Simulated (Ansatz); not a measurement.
Consider RbTi₆.

```
CELL_PARAMETERS angstrom
6.55493 0.00000 0.00000
0.00000 6.55493 0.00000
0.00000 0.00000 6.55493
ATOMIC_POSITIONS crystal
Rb 0.00000 0.00000 0.00000
Ti 0.50000 0.50000 0.22051
Ti 0.50000 0.50000 0.77949
Ti 0.22051 0.50000 0.50000
Ti 0.77949 0.50000 0.50000
Ti 0.50000 0.22051 0.50000
Ti 0.50000 0.77949 0.50000
```

Space group Pm-3m; a structure generated by program, which may or may not match a known phase; computed without spin polarisation.

All numbers below come from DFT PBE, scalar-relativistic, plane waves, PAW (Ansatz 0.2.0).

**What will maps of the valence pseudo-density and electron localisation function show?**

Rb–Ti (4.86 Å): the density is about 0.02 e/Å³ at the midpoint, with its minimum of 0.02 e/Å³ about 2.1 Å from Rb; the ELF is about 0.15 at the midpoint (no shared electron pair shows on this line).
Ti–Ti (2.89 Å): ρ is about 0.14 e/Å³ halfway; the ELF is about 0.15 at the midpoint; no localised pair shows between them.
The ELF has a maximum of about 0.80 in the space between the atoms, on no atom or two-centre bond.

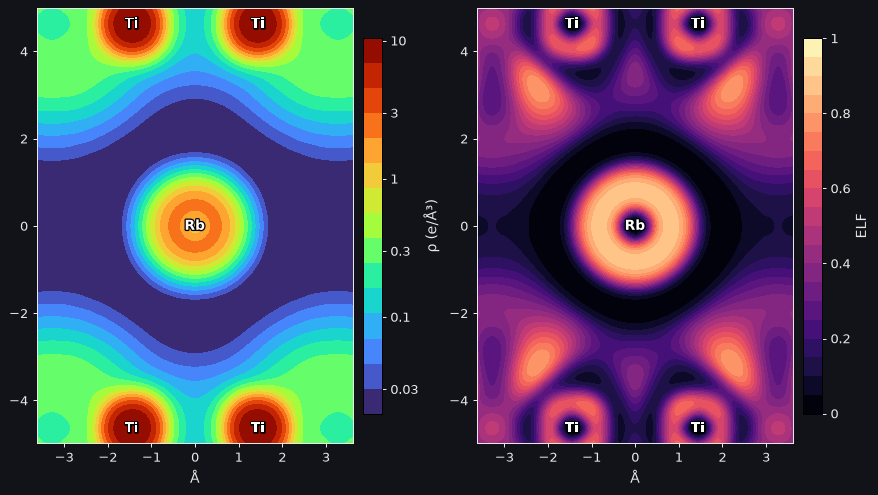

Computed valence pseudo-density and electron localisation function on the (110) plane of the conventional cell, in this order. 

Core electrons are frozen (PAW), and the valence fields are smoothed inside the atomic spheres.
